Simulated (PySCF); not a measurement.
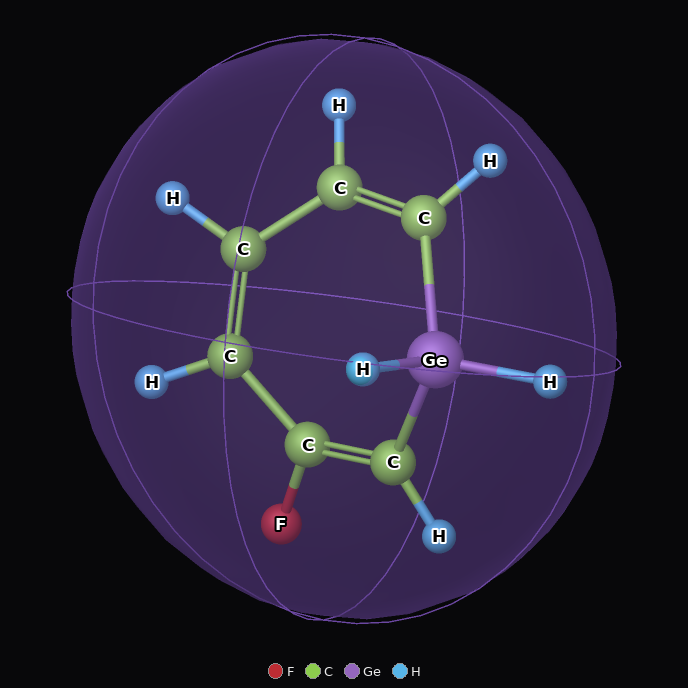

The ellipsoid shows the static dipole polarisability: its half-axes are proportional to the principal values. The geometry was computed by an optimisation with GFN2-xTB. No frequency run is at hand to confirm it as a minimum. Level of theory: PBE0/def2-SVPD (PySCF 2.14.0).

How large and how anisotropic is the polarisability?

Answer. Principal values 69.7, 107.5, 117.0 bohr³; mean 98.1 bohr³ (14.53 Å³); anisotropy 43.4 bohr³, so the longest axis is 1.68 times the shortest.

The geometry is semi-empirical. Around Ge such bond lengths and angles can be off by a tenth of an ångström or more and by several degrees, and values that hang on the shape move with them.
